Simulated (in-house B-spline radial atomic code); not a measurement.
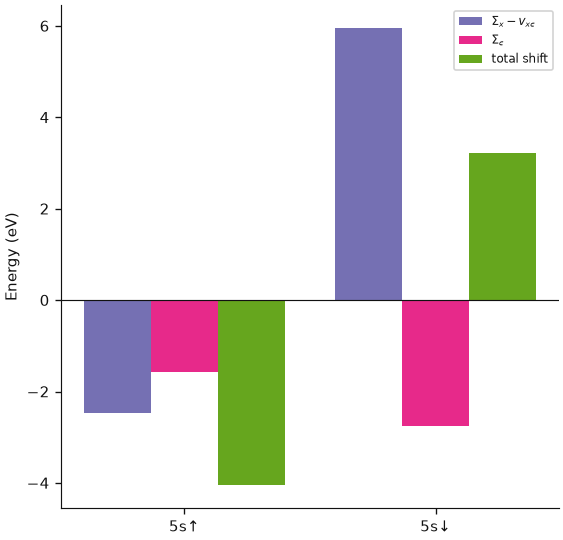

Parts of the G₀W₀ correction to each level for Cd⁺ ([Kr] 4d¹⁰ 5s). All-electron spherical atom, scalar X2C, PBE with 0 % exact exchange start, no spin-orbit coupling, Breit or QED terms; computed with a B-spline radial code. The quasi-particle equation is solved at full frequency; levels of low quasi-particle weight Z are left out.

What does the figure show?

Answer. G₀W₀ moves the highest occupied level, 5s↑, from −13.46 to −17.52 eV (renormalisation factor Z = 0.92); the measured removal energy is 16.91 eV, so the error is +0.61 eV. The empty level 5s↓ goes from −12.53 to −9.32 eV.

```csv
Level,Mean field (eV),Σx − vxc (eV),Σc (eV),Z,G₀W₀ (eV)
5s↑,−13.46,−2.47,−1.58,0.92,−17.52
5s↓,−12.53,5.96,−2.74,0.90,−9.32
```
